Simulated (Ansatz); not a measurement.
Consider Y2GeS4.

Input

```
crystal:
  lattice:
    - [0.0, 5.4282355407, 5.4282355407]
    - [5.4282355407, 0.0, 5.4282355407]
    - [5.4282355407, 5.4282355407, 0.0]
  atoms:
    - { symbol: "Y", position: [0.625, 0.625, 0.625] }
    - { symbol: "Y", position: [0.125, 0.625, 0.625] }
    - { symbol: "Y", position: [0.625, 0.125, 0.625] }
    - { symbol: "Y", position: [0.625, 0.625, 0.125] }
    - { symbol: Ge, position: [0.25, 0.25, 0.25] }
    - { symbol: Ge, position: [0.0, 0.0, 0.0] }
    - { symbol: S, position: [0.3804820158, 0.8585539526, 0.3804820158] }
    - { symbol: S, position: [0.3804820158, 0.3804820158, 0.3804820158] }
    - { symbol: S, position: [0.8585539526, 0.3804820158, 0.3804820158] }
    - { symbol: S, position: [0.3804820158, 0.3804820158, 0.8585539526] }
    - { symbol: S, position: [0.3914460474, 0.8695179842, 0.8695179842] }
    - { symbol: S, position: [0.8695179842, 0.3914460474, 0.8695179842] }
    - { symbol: S, position: [0.8695179842, 0.8695179842, 0.3914460474] }
    - { symbol: S, position: [0.8695179842, 0.8695179842, 0.8695179842] }
basis:
  ecutwfc: 420
kpoints:
  mp_grid: { grid: [4, 4, 4] }
hamiltonian:
  xc: pbe
scf:
  occupations: { method: gaussian, width: 0.02 }
output:
  forces: true
  stress: true
  eigenvalues: true
  write_density: true
  write_potential: true
  elf: true
  volumetric_format: npy
relax:
  adjacent_minimum: "off"
  f_tol: 0.01
  max_steps: 30
```

Launched as:

```sh
ansatz run input.yaml --threads 1 --pin off --max-ram 2560MiB --backend cpu --events-out ev --progress --plain --runs-dir out
```

Below, planes, directions and counts refer to the conventional cell (a = 10.86 Å, b = 10.86 Å, c = 10.86 Å, α = 90.00°, β = 90.00°, γ = 90.00°).

The fields are those of the run's last geometry, not of the input's.

Space group Fd-3m; a generated structure, not necessarily the stable one; changed on purpose from its base cell (volume × 0.88, shape and atoms relaxed); computed pressure about 9 GPa in this cell.

These are results of Ansatz 0.2.0, DFT PBE, scalar-relativistic, plane waves, PAW, not measurements.

Question: Predict the valence pseudo-density and electron localisation function between the atoms.

Answer: Ge–S (2.44 Å): the density is about 0.48 e/Å³ at the midpoint; the ELF peaks at about 0.85 in the valence shell of S, 0.8 Å from its nucleus, and is about 0.60 at the midpoint.
Y–S (2.67 Å): ρ at the midpoint is about 0.33 e/Å³; the ELF peaks at about 0.85 in the valence shell of S, 0.8 Å from its nucleus, and is about 0.30 at the midpoint (an ionic contact with no shared pair).

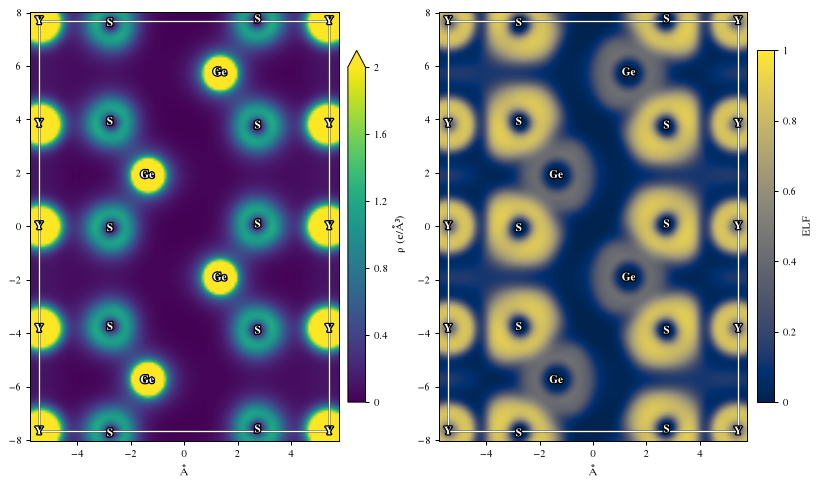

Computed valence pseudo-density and electron localisation function on the (101) plane of the conventional cell, in this order. 

The density is the valence pseudo-density of a PAW calculation; it isn't the true density close to the nuclei.
